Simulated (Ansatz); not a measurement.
As4Ga3 (charge −1, triplet)

```json
{"atom": "Ga", "x (Å)": "0.7408", "y (Å)": "-1.0699", "z (Å)": "2.0430"}
{"atom": "Ga", "x (Å)": "1.6398", "y (Å)": "0.3205", "z (Å)": "-0.2746"}
{"atom": "Ga", "x (Å)": "-1.0366", "y (Å)": "1.3904", "z (Å)": "-0.9723"}
{"atom": "As", "x (Å)": "-0.0619", "y (Å)": "1.4819", "z (Å)": "1.3779"}
{"atom": "As", "x (Å)": "0.4328", "y (Å)": "-0.0093", "z (Å)": "-2.4350"}
{"atom": "As", "x (Å)": "-0.1275", "y (Å)": "-1.6687", "z (Å)": "-0.6841"}
{"atom": "As", "x (Å)": "-1.5874", "y (Å)": "-0.4449", "z (Å)": "0.9450"}
```

Geometry: PBE0-D4/def2-SVP.

All numbers below come from UKS PBE0-D4/def2-SVP in Ansatz.

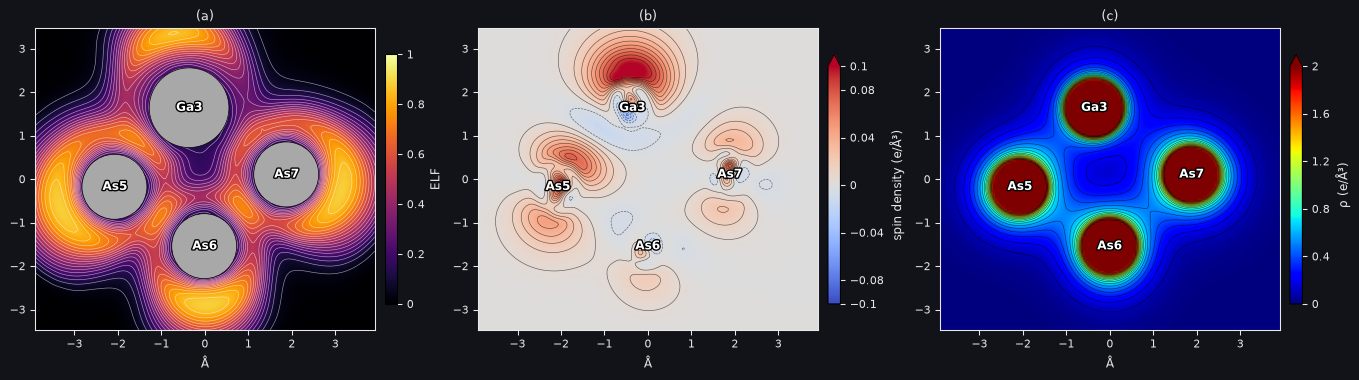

Figure 1. (a) electron localisation function; (b) spin density (α minus β); (c) electron density on the plane of atoms Ga3, As7 and As6. Grey discs cover the atomic cores in the ELF map.

> What does the map show?

Atoms in the plane: Ga and As. As–As (2.48 Å): the density is about 0.52 e/Å³ at the midpoint; the ELF peaks at about 0.70 between the atoms. Ga–As (2.50 Å): ρ is about 0.44 e/Å³ halfway; the ELF peaks at about 0.70 in the valence shell of As, 1.2 Å from its nucleus, and is about 0.65 at the midpoint. Ga–As (2.71 Å): ρ is about 0.3 e/Å³ halfway; the ELF peaks at about 0.60 in the valence shell of As, 1.2 Å from its nucleus, and is about 0.50 at the midpoint. The ELF also peaks beside As5, away from the bonds: non-bonding electrons, paired or unpaired. The unpaired spin (2 electrons) lies mostly on Ga3 (about 0.5), Ga2 (about 0.5), As5 (about 0.3), As4 (about 0.3), As7 (about 0.2), Ga1 (about 0.1) and As6 (about 0.1), in electrons by Hirshfeld's partition.

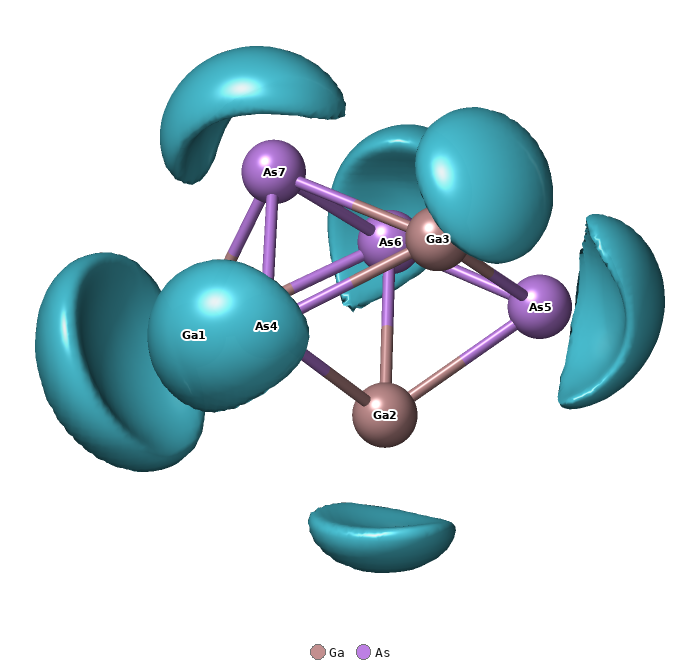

Figure 2. Isosurface of the ELF at 0.8 (cyan), seen from one side. Core shells and regions of very low density are left out.

> What do the ELF domains correspond to?

The surface consists of four lobes on As, pointing away from the bonds (non-bonding electrons) and three lobes on Ga, pointing away from the bonds (non-bonding electrons).

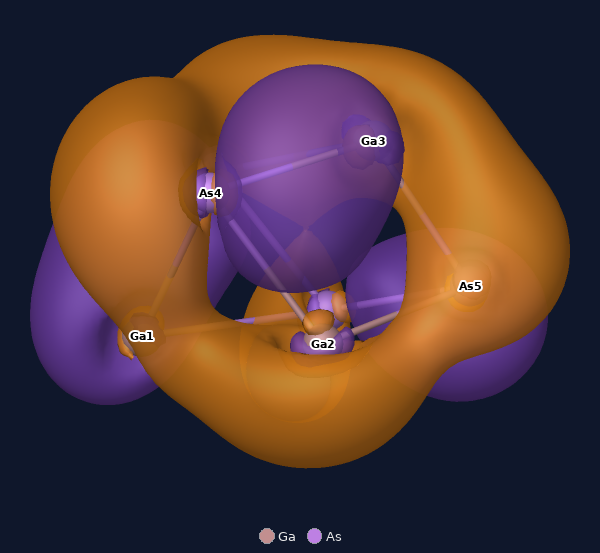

Figure 3. The HOMO−1 (β) at ±0.05 Å⁻³ᐟ² (orange and purple are the two phases), seen at a tilt.

> What is the character of this orbital?

It lies mainly on As4 (about 30 %), As7 (about 20 %), As5 (about 15 %), Ga3 (about 15 %), Ga1 (about 10 %) and Ga2 (about 10 %). Its energy is −1.99 eV.
